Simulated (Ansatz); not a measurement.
Species, as SMILES: F[C]Cl (closed-shell singlet).
Atoms: F1, C2, Cl3. Bonds: F1-C2, C2-Cl3.

Basis-set convergence of the highest harmonic wavenumber at CCSD(T) with Ansatz (an electronic-structure program). Each level at its own minimum, finite differences of forces, unscaled; the reference is a large set that could be run, not a limit. Cartesian d functions, on some or all atoms, in 6-311G**, 6-311+G**; all else is spherical. Cores are frozen. A restricted Hartree-Fock determinant is unstable towards unrestricted orbitals. No added dispersion term, no relativity. Reference: the value in aug-cc-pV(T+d)Z, 1171 cm⁻¹, itself unsure by roughly 4 cm⁻¹ (its distance from def2-TZVPPD). Deviations are taken from unrounded values. Cost is core time over that of def2-SVP, rough, on shared machines of one kind.

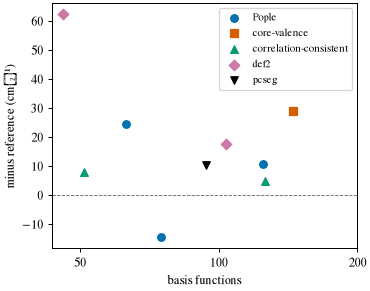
*Deviation from the reference against the number of basis functions, by family of sets.*

```
basis              functions  highest harmonic wavenumber (cm⁻¹)  minus reference (cm⁻¹)  cost
-----------------  ---------  ----------------------------------  ----------------------  ----
def2-SVP                  46                                1233                      62    1×
cc-pV(D+d)Z               51                                1179                       8    1×
6-311G**                  63                                1196                      24    2×
6-311+G**                 75                                1157                     -15    5×
pcseg-2                   94                                1182                      10   10×
def2-TZVPP               104                                1189                      17   20×
6-311++G(3df,3pd)        125                                1182                      11   30×
jun-cc-pV(T+d)Z          126                                1176                       5   40×
cc-pCVTZ                 145                                1200                      29   60×
```
